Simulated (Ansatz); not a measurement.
# PbS under a change: S vacancy, symmetric start

Base system: a 16-atom supercell of PbS in the rock salt structure (space group Fm-3m, No. 225; a = 5.974 Å) at its relaxed geometry.

It is then changed as follows: one S atom is removed, atoms relaxed at fixed cell.

Computed with r2SCAN (Ansatz, an electronic-structure program; PAW; 500 eV plane waves; no spin-orbit coupling). k-mesh 4×4×4 (Γ-centred); smearing 0.01 eV (Fermi–Dirac).

```yaml
pressure: -1.4 GPa (base 0.0 GPa)
energy_gained_by_relaxation: 0.03 eV
largest_displacement_of_a_host_atom_from_its_site_in_the_perfect_cell: 0.04 Å
mean_distance_from_the_defect_site_to_its_nearest_host_atoms: 294 pm (base 299 pm)
```

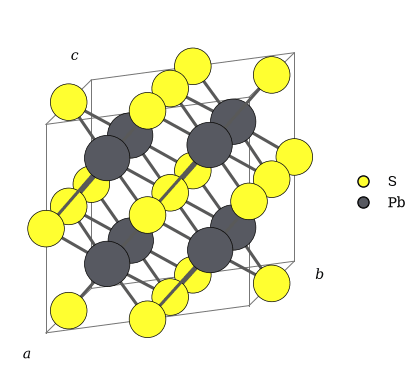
Figure. The relaxed cell after the change

The magnetic state is the one reached from the starting moments; the real material's order can differ, and small cells can't hold many antiferromagnetic ones. In so small a cell the defect repeats every few ångströms: this is an ordered compound, not a dilute defect. A case with no gap was solved on a k-mesh chosen for an insulator, which is coarse for it. The defect started on the symmetric site and kept its symmetry, so it may sit on a saddle. Starting moments died away, wholly or in part, for S vacancy; another magnetic solution may exist. The defect cell is spin-polarised and ends with 0.0 μB.
